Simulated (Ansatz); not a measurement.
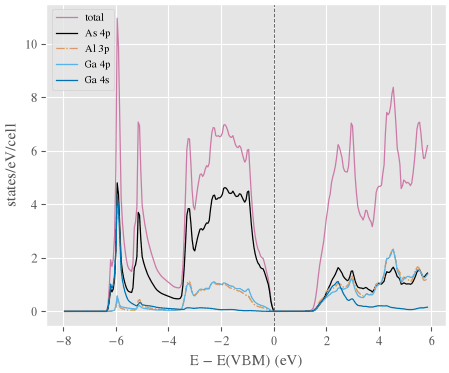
*Total and projected density of states of AlGaAs$_{2}$ in space group P-4m2 (No. 115; Pearson symbol tP8), PBE in the plane-wave PAW code Ansatz*

Problem. Which orbitals carry the states next to the gap?

Solution. Top 1 eV of the valence band: As 4p 77 %, Ga 4p 12 %, Al 3p 8 %. Bottom 1 eV of the conduction band: Al 3p 21 %, Ga 4s 18 %, As 4s 18 %, As 4p 16 %, Ga 4p 16 %, Al 3s 6 %, outside the projected shells 6 %. Projections are on Löwdin-orthogonalised atomic valence shells; empty p or d shells of many metals are not among them.

Problem. Where is the tallest occupied peak in this window, and what makes it?

Solution. Near -5.9 eV, about 11 states/eV per cell; the largest projected share is As 4p.

The start of the workflow was typed in or built on a structure type; neither database checked (COD, Materials Project) lists it. Its standing as an ambient phase is unchecked. The PBE relaxation kept the symmetry of its start; its stability against distortions is not shown here. Spin–orbit coupling is left out wherever it is not named.

Potentials: the earlier of the program's two PAW sets.
